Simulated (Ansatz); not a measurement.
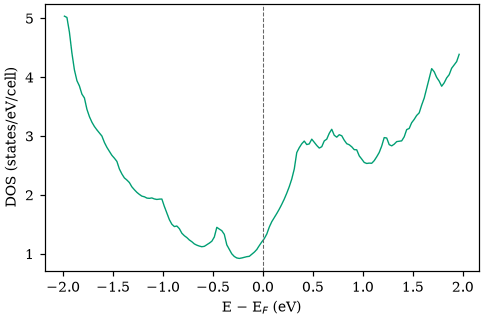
Figure: Density of states of ZrSi₂ (Cmcm) near the Fermi level, Ansatz (a program for electronic structure) with PBEsol, rigid bands.

Question: With 6 atoms a cell, what bare Sommerfeld coefficient γ = (π²/3) k_B² N(E_F) follows?

Answer: N(E_F) ≈ 1.24 states/eV a cell at 300 K, so γ ≈ 0.49 mJ/(mol of atoms·K²), before many-body enhancement (phonons, spin fluctuations, correlation).

Question: How far does the Fermi level move in a rigid band for 0.1 electron a cell added or removed?

Answer: 74 meV and -88 meV.

A metal at this level (no band gap); rigid bands, thermally averaged at 300 K, both spins. Spin-orbit coupling is left out. Geometry: cell and atoms relaxed with PBEsol.

Formula and space group known from diffraction (Crystallography Open Database), not checked to be the room-temperature form: ZrSi2 (Cmcm).
